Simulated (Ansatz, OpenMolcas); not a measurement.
A ladder of methods for NO+ (nitrosonium)

The species is NO+ (2 atoms), meant as a singlet with charge +1. As SMILES, `N#[O+]`. The bond length is the measured one.

```jsonl
{"atom": "N", "x (Å)": "0.0000", "y (Å)": "0.0000", "z (Å)": "0.0000"}
{"atom": "O", "x (Å)": "0.0000", "y (Å)": "0.0000", "z (Å)": "1.0632"}
```

Quantity: the energy change with the N1–O2 bond stretched from 1.063 to 2.126 Å, in eV. The values are calculated.

```json
{"level": "SVWN5/STO-3G (restricted)", "kind": "LDA", "program": "OpenMolcas", "value (eV)": "7.81", "less FCI/STO-3G": "+3.86", "CPU time (all runs)": "6.3 s"}
{"level": "PBE/STO-3G (restricted)", "kind": "GGA", "program": "Ansatz", "value (eV)": "7.18", "less FCI/STO-3G": "+3.23", "CPU time (all runs)": "1.2 s"}
{"level": "r2SCAN/STO-3G (restricted)", "kind": "meta-GGA", "program": "OpenMolcas", "value (eV)": "8.45", "less FCI/STO-3G": "+4.50", "CPU time (all runs)": "7.9 s"}
{"level": "M06-2X/STO-3G (restricted)", "kind": "hybrid meta-GGA", "program": "OpenMolcas", "value (eV)": "11.38", "less FCI/STO-3G": "+7.43", "CPU time (all runs)": "8.1 s"}
{"level": "CAM-B3LYP/STO-3G (restricted)", "kind": "range-separated hybrid", "program": "Ansatz", "value (eV)": "10.10", "less FCI/STO-3G": "+6.15", "CPU time (all runs)": "1.1 s"}
{"level": "B2PLYP/STO-3G (restricted)", "kind": "double hybrid", "program": "OpenMolcas", "value (eV)": "10.03", "less FCI/STO-3G": "+6.08", "CPU time (all runs)": "6.9 s"}
{"level": "MP2/STO-3G (restricted)", "kind": "perturbation theory", "program": "Ansatz", "value (eV)": "11.79", "less FCI/STO-3G": "+7.84", "CPU time (all runs)": "0.25 s"}
{"level": "CISD/STO-3G (restricted)", "kind": "coupled cluster or CI", "program": "OpenMolcas", "value (eV)": "7.28", "less FCI/STO-3G": "+3.33", "CPU time (all runs)": "3.6 s"}
{"level": "FCI/STO-3G", "kind": "exact in the basis", "program": "Ansatz", "value (eV)": "3.95", "less FCI/STO-3G": "0.00", "CPU time (all runs)": "0.76 s"}
```

FCI/STO-3G is exact within its basis and frozen core, so for wave-function methods in that basis the difference is their error; functionals converge differently with the basis, so for them it is only a difference. The first shape isn't each level's own minimum. The values span 3.95 to 11.79 eV. All rows use very small basis sets, so even the best lies far from the true value. CPU times are rough (shared hosts, several kinds of processor): they show what a rung costs within a factor of a few.

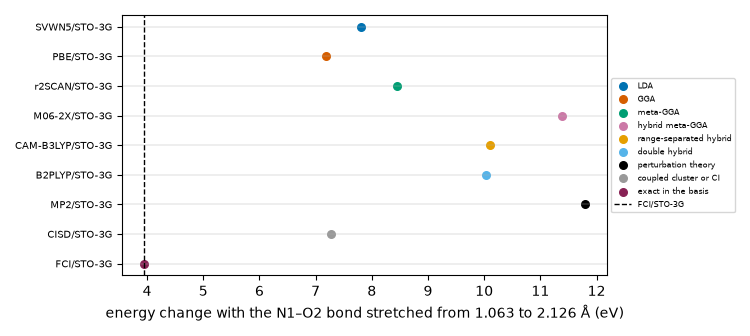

The values of the table, level by level.
